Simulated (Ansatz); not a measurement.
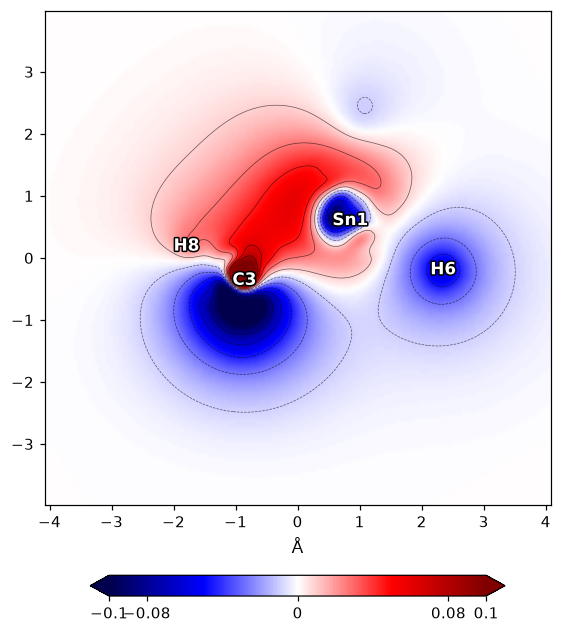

Figure 1: CH$_{4}$Sn···HCl. The HOMO on the plane of atoms C3, Sn1 and H6 (values in Å⁻³ᐟ²; the overall sign is arbitrary).

The product side of a reaction path; geometry: PBE0-D4/def2-TZVP; core potentials replace the inner electrons of Sn.

Theory: RKS PBE0-D4/def2-TZVPP in Ansatz 0.2.0.

```xyz
8

Sn    0.5504   -0.0922    1.2989
Cl   -2.4215    0.4044   -1.5758
C     0.6789   -0.1125   -0.6583
H    -1.2011    0.1998   -1.0921
H     0.5417    1.3422    2.2015
H     0.0834   -1.4493    2.2002
H     0.7343   -1.0565   -1.1875
H     1.0338    0.7643   -1.1868
```

Describe this orbital and give its energy.

Its weight (Hirshfeld) is mainly on C3 (about 45 %), Sn1 (about 35 %) and Cl2 (about 10 %). Its energy is −6.73 eV.
